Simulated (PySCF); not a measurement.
C5H10O5Si, SMILES CC(=O)O[Si](C)(O)OC(C)=O at its GFN2-xTB optimised geometry (Å):

```
21

C     -2.0820    -1.1668    -3.4223
C     -1.2178    -0.2945    -2.5567
O     -0.3872     0.4714    -2.9546
O     -1.4802    -0.4759    -1.2593
Si    -0.7888     0.3294     0.0000
C      1.1001     0.3294     0.0000
O     -1.5078     1.7802     0.0000
O     -1.4349    -0.4296     1.3314
C     -1.2190    -1.6920     1.7011
C     -2.0568    -2.0783     2.8889
O     -0.4387    -2.4126     1.1451
H     -1.8090    -1.0425    -4.4656
H     -1.9596    -2.2039    -3.1196
H     -3.1239    -0.8920    -3.2747
H      1.5078     0.9105     0.8230
H      1.4827     0.7479    -0.9261
H      1.4851    -0.6827     0.0910
H     -1.3679     2.4126     0.6991
H     -1.8848    -3.1198     3.1417
H     -3.1061    -1.9150     2.6561
H     -1.7950    -1.4422     3.7313
```

Level of theory: PySCF with PBE0/def2-SVP. Cells within 0.4 Å of a nucleus heavier than hydrogen are left out (blank, or x).

Map of the Laplacian of the electron density (e/bohr⁵), clipped to [-1.50, 1.50] on the plane z = 1.2 Å:

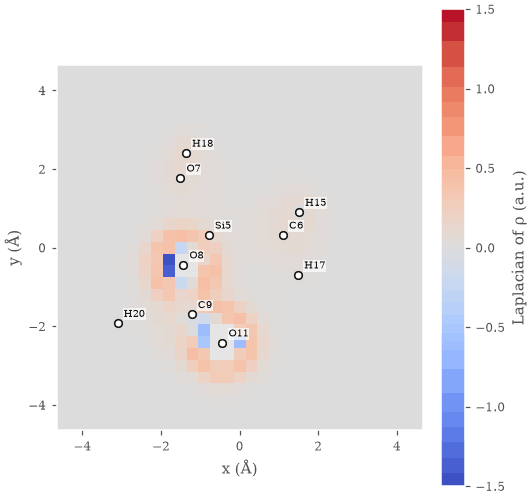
Fig. 1. Laplacian of the electron density (e/bohr⁵), clipped to [-1.50, 1.50] on the plane z = 1.2 Å.
